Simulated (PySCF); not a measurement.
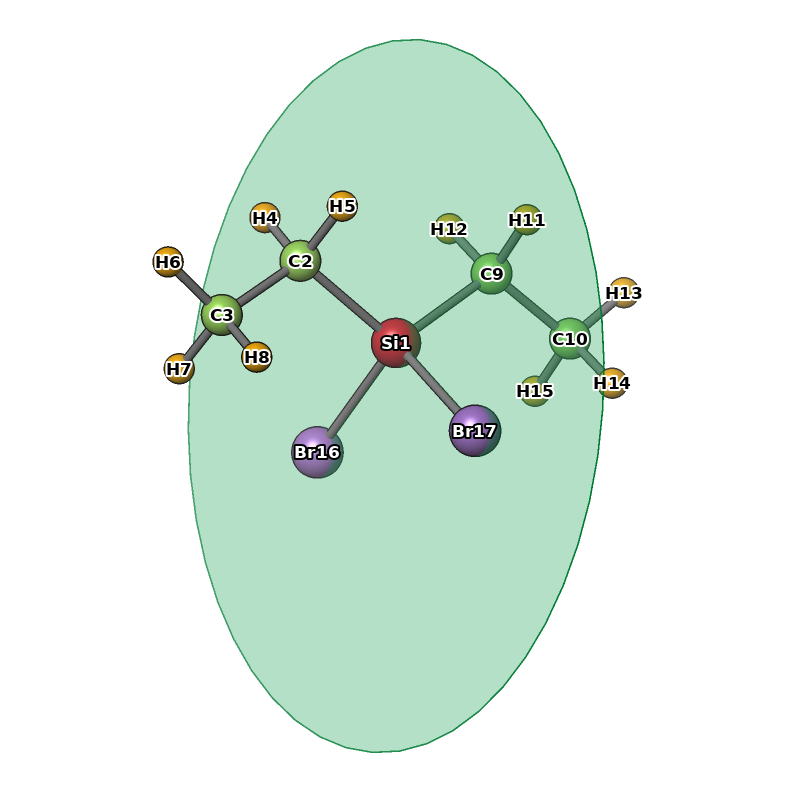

A disc through the centre of mass is drawn in. Atoms fade into the background with distance from the viewer. Computed geometry: PBE0-D3(BJ)/def2-SVP optimisation. No frequency run is at hand to confirm it as a minimum.

### Is the plane of the disc a mirror plane of the structure?

Yes. The reflection leaves Si1, Br16, Br17 in place and moves C2 ↔ C9; C3 ↔ C10; H4 ↔ H12; H5 ↔ H11; H6 ↔ H13; H7 ↔ H15; H8 ↔ H14. The point group is C2v.
